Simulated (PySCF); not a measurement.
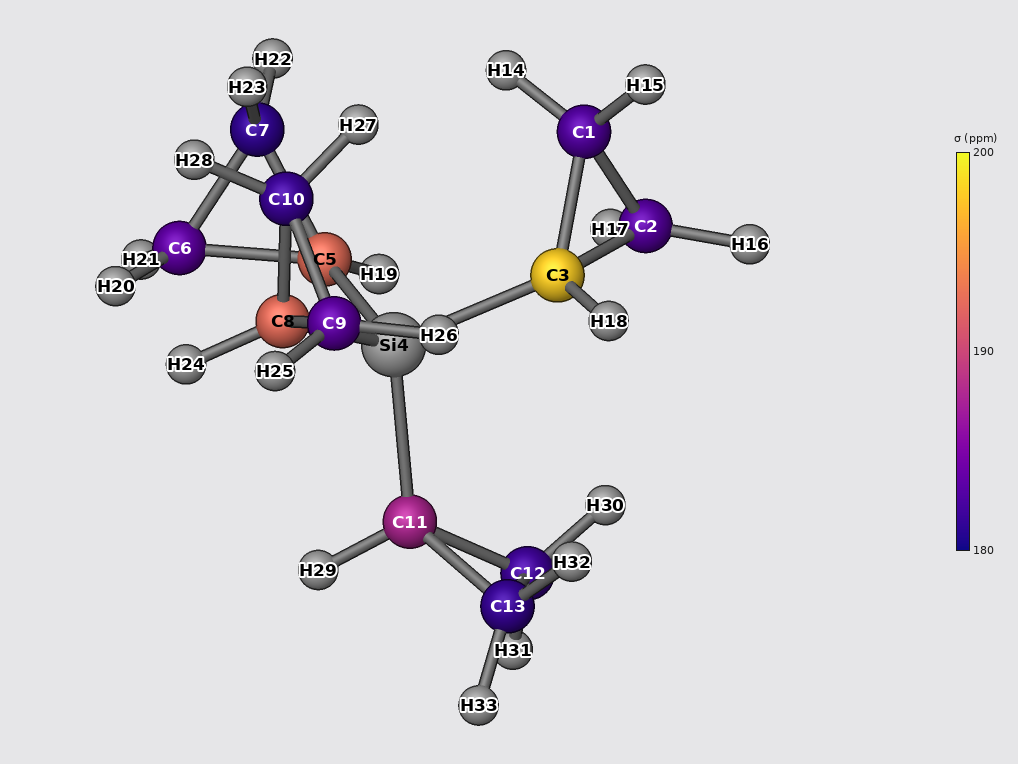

Atoms are coloured by their isotropic NMR shieldings (C only, the others grey). The computed structure is the end point of a PBE0-D3(BJ)/def2-SVP optimisation. No frequency run is at hand to confirm it as a minimum. Level of theory: GIAO PBE0/pcSseg-1 NMR shielding, non-relativistic, gas phase (PySCF 2.14.0).

**Which C atom is the most shielded (lowest chemical shift)?**

C3 (198.0 ppm).

**Which C atom is the least shielded (highest chemical shift)?**

C7 (181.3 ppm).

**How wide is the range of C shifts?**

16.7 ppm.

List the isotropic NMR shieldings of the C atoms.

```
atom  σ (ppm)
  C1    182.9
  C2    183.2
  C3    198.0
  C5    192.7
  C6    183.6
  C7    181.3
  C8    192.6
  C9    183.5
 C10    181.8
 C11    187.8
 C12    182.0
 C13    181.6
```
